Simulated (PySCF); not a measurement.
C₆H₆ClF, SMILES F[C@@H]1[C@H]2C=C[C@H](Cl)[C@@H]12, geometry in Å:

```xyz
14

F     -2.4435    -1.1959     0.6664
C     -1.3569    -0.3839     0.5848
C     -0.8621    -0.0065    -0.7860
C     -0.0477     1.2274    -0.7963
C      1.0469     1.0929    -0.0545
C      1.1828    -0.2872     0.5088
Cl     2.6256    -1.0995    -0.2062
C     -0.0876    -0.9852     0.0732
H     -1.3575     0.3362     1.3945
H     -1.4407    -0.2979    -1.6477
H     -0.3473     2.1095    -1.3325
H      1.8000     1.8395     0.1201
H      1.3471    -0.3071     1.5879
H     -0.0598    -2.0429    -0.1346
```

Vertical TDDFT excitations, PBE0/def2-SVPD, PySCF 2.14.0, at a GFN2-xTB geometry (no frequency check), gas phase.

**Predict the low-lying singlet excitations and the spectrum.**

The lowest singlet lies at 6.00 eV (207 nm, f = 0.156); the brightest of the first 6 is S1 at 6.00 eV (207 nm), f = 0.156, mainly HOMO → LUMO (90 %). No singlet lies below 3.1 eV (beyond 400 nm), so at this level no vertical transition falls in the visible.


```
state  E (eV)  λ (nm)      f        main character
   S1    6.00     207  0.156    HOMO → LUMO (90 %)
   S2    6.42     193  0.014  HOMO−1 → LUMO (92 %)
   S3    6.58     188  0.010  HOMO−2 → LUMO (85 %)
   S4    6.84     181  0.039  HOMO−3 → LUMO (91 %)
   S5    7.00     177  0.014  HOMO → LUMO+1 (95 %)
   S6    7.26     171  0.026  HOMO → LUMO+2 (95 %)
```

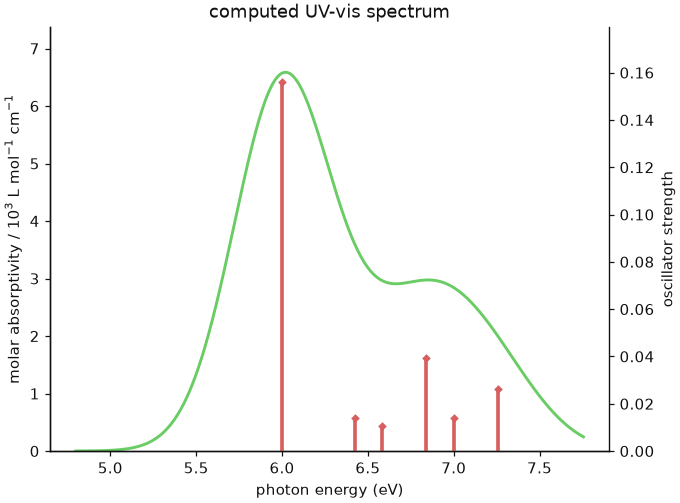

Only the first 6 singlet excitations are included; each is broadened by a Gaussian of 1/e half-width 0.40 eV. Sticks give oscillator strengths (right axis).

Note: the tight-binding geometry is rougher than a DFT one and adds to the error; core orbitals are frozen in the response.
